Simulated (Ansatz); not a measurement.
# BaTiO3 (R3m): converging the G0W0 gap, part 2 of 2

How do accuracy and time trade against each other in G0W0 on BaTiO3 (R3m)?

Ansatz 0.2.0; G0W0 on LDA, plane waves, PAW. Known limits of the many-body steps: not at the basis limit; no spin-orbit coupling.

So far. Step 2 (168 empty bands, screening to 110 eV): The gap on the mesh goes from 2.35 eV to 4.08 eV, a correction of +1.73 eV. Between the two edge states, bare exchange in place of the xc potential would open the gap by 12.44 eV, and correlation takes back 10.71 eV. Step 3 (381 empty bands, screening to 190 eV): Against the run with 6×6×6 mesh, 168 empty bands, screening to 110 eV, hard PAW files, the gap moves by +0.03 eV.

### Step 4. 646 empty bands, screening to 270 eV

Contents of input.yaml:

```yaml
crystal:
  lattice:
    - [2.8273666084, 1.6323808724, 2.3183934932]
    - [-2.8273666084, 1.6323808724, 2.3183934932]
    - [0.0, -3.2647617449, 2.3183934932]
  atoms:
    - { symbol: Ba, position: [0.0, 0.0, 0.0] }
    - { symbol: Ti, position: [0.4845, 0.4845, 0.4845] }
    - { symbol: O, position: [0.5086, 0.5086, 0.0175] }
    - { symbol: O, position: [0.0175, 0.5086, 0.5086] }
    - { symbol: O, position: [0.5086, 0.0175, 0.5086] }
kpoints:
  mp_grid: { grid: [6, 6, 6] }
hamiltonian:
  xc: lda
  pseudopotentials: { kind: paw, source: ansatz }
scf:
  occupations: { method: fixed }
gw:
  n_empty_bands: 646
  ecut_chi: 270.0
  qp_bands: [v2, c2]
  qp_kpoints: band_edges
  screening: { model: contour_deformation }
```

Launch:

```
> ansatz run input.yaml --threads 4 --pin off --max-ram 138240MiB --backend cuda --events-out ev --progress --plain --runs-dir out --devices 1 --max-vram 26GiB
```

Numbers of over 12 decimals in the logs are rounded to 6 here.

The program printed:

```text
GPUs: using 1 of 1 available (devices: 1).
[...]
GPU FFT provider: cuFFT
GPU libraries: cuBLAS 13.8.2, cuFFT 12.4.0, cuSOLVER 12.3.4
Crystal: 5 atoms, lattice volume = 64.201 Å³
Basis set: ecut = 930 eV, 4103 PW (Γ)
Bands: 25, of which v1, the nominal top of the filled ones, is band 20 counted from 1 (19 counted from 0)
Symmetry: 6 space group operations
[...]
k-points: 32 of 216 (time reversal used)
[...]
1    22     12.6078   -13.6094    -6.5698   -21.3525  0.7301    13.8076    13.7811  root
[...]
31    19      9.8602   -25.7254     4.2181   -20.8869  0.7176     9.2324     9.2399  root
    31    20      9.8747   -25.7490     4.2272   -20.9005  0.7177     9.2459     9.2534  root
    31    21     14.2304   -14.5891    -7.9456   -23.7007  0.6822    15.4425    15.3964  root
    31    22     14.3803   -14.6902    -8.0392   -23.8989  0.6789    15.5981    15.5498  root
[key lines of the parts left out:]
SCF converged after 10 iterations
Free energy (F): -9890.376212 eV
Fermi energy:    9.874652 eV
```

Run time: 5 min. Hardware: 1 × NVIDIA H100 80GB HBM3 (shared by 3 runs) with 4 threads of AMD EPYC 7R13 (Zen 3), shared host; peak memory 5.1 GiB; 9.8 min of CPU time.

This step gave:

| Quantity | Value |
| --- | --- |
| bands summed | 666 |
| RPA ε∞ on this mesh (eigenvalues) | 5.368, 5.846, 5.846 |
| plane waves in the screening matrix | 619 |
| G0W0 gap on the mesh | 4.150 eV |
| k of the valence top | -0.5, -0.5, -0.5 |
| k of the conduction bottom | 0, 0, 0 |
| starting gap on the mesh | 2.347 eV |
| least direct G0W0 gap on the computed points | 4.478 eV |

Against the run with 6×6×6 mesh, 381 empty bands, screening to 190 eV, hard PAW files, the gap moves by +0.03 eV.

### Step 5. 1079 empty bands, screening to 380 eV

Edit input.yaml of step 4 so:

```diff
@@ -19,4 +19,4 @@
 gw:
-  n_empty_bands: 646
-  ecut_chi: 270.0
+  n_empty_bands: 1079
+  ecut_chi: 380
   qp_bands: [v2, c2]
```

The program printed:

```text
GPUs: using 1 of 1 available (devices: 1).
[...]
GPU FFT provider: cuFFT
GPU libraries: cuBLAS 13.8.2, cuFFT 12.4.0, cuSOLVER 12.3.4
Crystal: 5 atoms, lattice volume = 64.201 Å³
Basis set: ecut = 930 eV, 4103 PW (Γ)
Bands: 25, of which v1, the nominal top of the filled ones, is band 20 counted from 1 (19 counted from 0)
Symmetry: 6 space group operations
[...]
k-points: 32 of 216 (time reversal used)
[...]
1    22     12.6078   -13.6094    -6.6702   -21.3525  0.7288    13.7026    13.6807  root
[...]
31    19      9.8602   -25.7254     4.0986   -20.8869  0.7161     9.1095     9.1204  root
    31    20      9.8747   -25.7490     4.1075   -20.9005  0.7162     9.1228     9.1338  root
    31    21     14.2304   -14.5891    -8.0582   -23.7007  0.6805    15.3207    15.2838  root
    31    22     14.3803   -14.6902    -8.1531   -23.8989  0.6772    15.4745    15.4359  root
[key lines of the parts left out:]
SCF converged after 10 iterations
Free energy (F): -9890.376212 eV
Fermi energy:    9.874652 eV
```

Elapsed: 11 min, on 1 × NVIDIA H100 80GB HBM3 (shared by 3 runs) with 4 threads; peak memory 10 GiB; 23 min of CPU time.

Numbers from this step:

* bands summed: 1099
* RPA ε∞ on this mesh (eigenvalues): 5.365, 5.842, 5.842
* plane waves in the screening matrix: 1045
* G0W0 gap on the mesh: 4.175 eV
* k of the valence top: -0.5, -0.5, -0.5
* k of the conduction bottom: 0, 0, 0
* starting gap on the mesh: 2.347 eV
* least direct G0W0 gap on the computed points: 4.507 eV

Against the run with 6×6×6 mesh, 646 empty bands, screening to 270 eV, hard PAW files, the gap moves by +0.03 eV.

### Step 6. The runs together

Times are wall times on 1 × NVIDIA H100 80GB HBM3 (shared by 3 runs) with 4 threads of AMD EPYC 7R13 (Zen 3), shared host, good to a factor of about two.

```
 mesh     files            frequency  bands summed  cutoff (eV)  start (eV)  G0W0 (eV)    time  host memory (GiB)
6×6×6  hard PAW  contour deformation           188          110       2.347      4.082    72 s                1.7
6×6×6  hard PAW  contour deformation           401          190       2.347      4.116   2 min                3.0
6×6×6  hard PAW  contour deformation           666          270       2.347      4.150   5 min                5.1
6×6×6  hard PAW  contour deformation          1099          380       2.347      4.175  11 min                 10
```

How the two edges are built up, in eV (the quasiparticle level is the starting level plus Σx plus Σc less Vxc):

```
       run               edge  start      Σx     Σc     Vxc     Z     QP
 188 bands        valence top   9.87  -25.75   4.69  -20.90  0.73   9.72
 188 bands  conduction bottom  12.22  -13.04  -6.02  -20.63  0.74  13.80
 401 bands        valence top   9.87  -25.75   4.39  -20.90  0.72   9.42
 401 bands  conduction bottom  12.22  -13.04  -6.28  -20.63  0.74  13.54
 666 bands        valence top   9.87  -25.75   4.23  -20.90  0.72   9.25
 666 bands  conduction bottom  12.22  -13.04  -6.41  -20.63  0.74  13.40
1099 bands        valence top   9.87  -25.75   4.11  -20.90  0.72   9.13
1099 bands  conduction bottom  12.22  -13.04  -6.50  -20.63  0.74  13.31
```

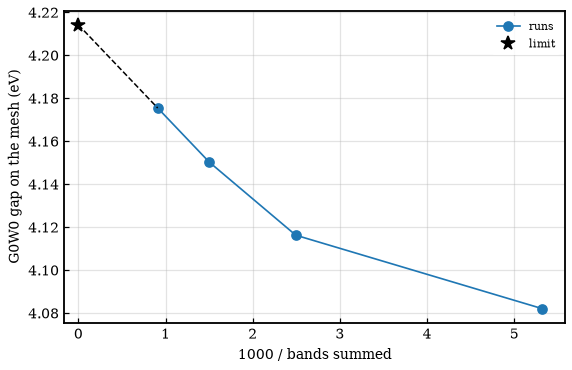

The gap against one over the number of bands; the dashed line carries the two highest rungs to the limit.

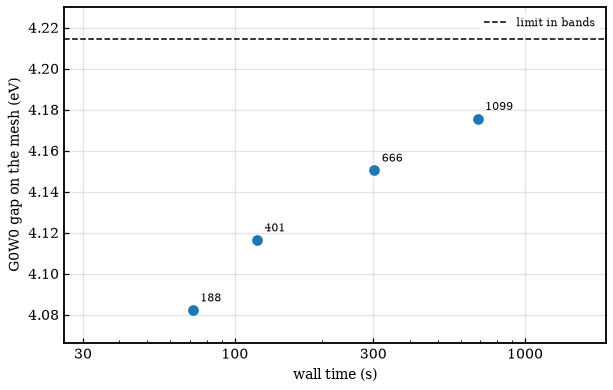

Result against wall time.

### Step 7. Results

```
188 bands, 110 eV                   : 4.082 eV
401 bands, 190 eV                   : 4.116 eV
666 bands, 270 eV                   : 4.150 eV
1099 bands, 380 eV                  : 4.175 eV
estimated limit in bands and cutoff : 4.21 eV
mesh and start                      : 6×6×6, LDA
```

What this shows: A line in one over the bands through the two highest rungs gives 4.21 eV, +0.04 eV from the top rung; the pair below gives 4.20 eV, in fair agreement. The rungs stand 0.13 eV (188 bands), 0.10 eV (401 bands), 0.06 eV (666 bands) and 0.04 eV (1099 bands) from it. From 188 to 1099 bands the gap moves by +0.09 eV while the time grows 9.6-fold. Σc changes by −0.58 eV at the valence top and −0.49 eV at the conduction bottom, so the levels themselves move more than the gap between them. The cheapest rung within 0.1 eV of this estimate is that with 401 bands (2 min). Gaps are over the mesh's points; an edge off the mesh would be missed. The many-body steps are scalar-relativistic: spin-orbit coupling is not in them.

[Paths, hosts, dates, memory and timing lines, banners, echoed tables and standing remarks are left out of the program output.]

[Logs are printed without paths, hosts, clocks, repeated set-up lines and the standing remarks that a program may print on its own settings, such as how far it seeks lower states.]

[Runs of the session that timed out or met a known fault of the program may be left out.]

[Cells called generated may have been cut or substituted from an entry of the Crystallography Open Database or the Materials Project.]

[Hosts, paths, dates, database ids (printed as entryN), source tags and the programs' standing remarks are cut or masked in the printed files.]
